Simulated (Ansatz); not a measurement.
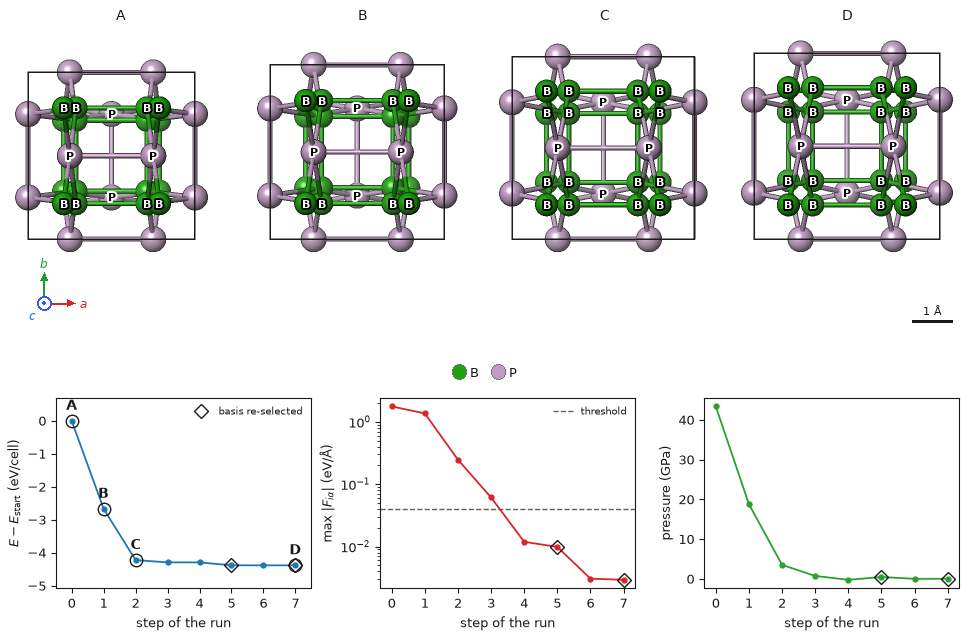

Frames of a relaxation of solid B2P (a generated structure, set up in I4_1/amd) (coarse preliminary run), marked on the history of the run. The picture is a ball-and-stick view of the conventional cell (2 times the calculation's cell), seen along the c axis. Lengths and directions refer to the drawn axes.

Method: DFT PBE, scalar-relativistic, plane waves, PAW in Ansatz. Set-up: plane-wave cutoff 420 eV; k-point mesh 6 × 6 × 6; occupations gaussian; smearing width 0.1 eV; no spin polarisation; cell and atoms relaxed; force threshold 0.04 eV/Å; at most 70 steps.

**What happens along the run?**

The energy falls by 4.379 eV per cell of the calculation in 5 accepted moves (7 points after the start). Largest force component: 1.8 eV/Å at the start, 0.0029 eV/Å at the end. Pressure: 43.40 GPa at the start and 0.03 GPa at the end. The SCF was repeated twice at an unchanged geometry on a basis and grid sized afresh for the cell, which shifted the energy by 87.2 meV per cell of the calculation at most. The largest moves relative to the cell, 0.19 Å, are those of B atoms. P stays in place. The drawn cell changes as follows: a = b 4.234 → 4.714 Å (+11.3 %), c 11.547 → 11.226 Å (−2.8 %); the volume changes by +20.5 %. Among the contacts that change: P–P 2.117 → 2.357 Å, B–P 1.894 → 2.067 Å, B–B 1.803 → 1.742 Å. Among the angles between lasting bonds that change: P–B–P 118.3° → 104.3°, B–P–B 100.1° → 88.1°, B–P–B 79.9° → 91.9°. The space group stays I4_1/amd (No. 141). The run took 29 s on 1 thread of Intel(R) Xeon(R) 6975P-C (Granite Rapids), on a shared host, peak memory 0.45 GiB. From step 0 to 1: B atoms move most (0.05 Å), volume +9.0 %, energy −2.668 eV per cell of the calculation. From step 1 to 2: B atoms move most (0.10 Å), volume +7.7 %, energy −1.552 eV per cell of the calculation. From step 2 to 7: B atoms move most (0.03 Å), volume +2.6 %, energy −0.159 eV per cell of the calculation.

```tsv
step	E − E(0), meV/atom	largest force component, eV/Å	pressure, GPa	volume, Å³/atom	note
0	0.00	1.7693	43.40	8.624	
1	-222.34	1.3652	18.81	9.403	
2	-351.66	0.2469	3.54	10.129	
3	-357.38	0.0612	0.75	10.307	
4	-357.54	0.0119	-0.22	10.367	
5	-364.81	0.0098	0.48	10.367	same geometry, new basis
6	-364.92	0.0031	0.03	10.395	
7	-364.95	0.0029	0.03	10.395	same geometry, new basis
```
